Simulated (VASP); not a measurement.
Band structure of CeO$_{2}$ (fluorite). These are SCAN meta-GGA, VASP's PBE PAW potentials (set 64) (plane waves; VASP 6.6.1) values and carry that method's errors.

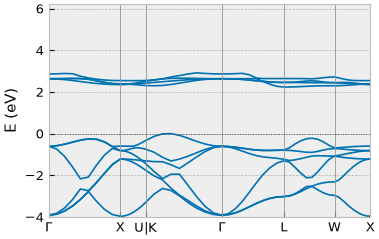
*Bands along high-symmetry lines, zero at the valence-band maximum or, without a gap, the Fermi level*

Read the plot: is there a gap, and where are the band edges?

The gap is indirect, 2.24 eV, from the valence maximum at (-0.25, 0.25, 0.00) to the conduction minimum at L.

The compound is CeO2 in the fluorite structure. It was relaxed first. The run is not spin-polarised, so no magnetic state was tried.
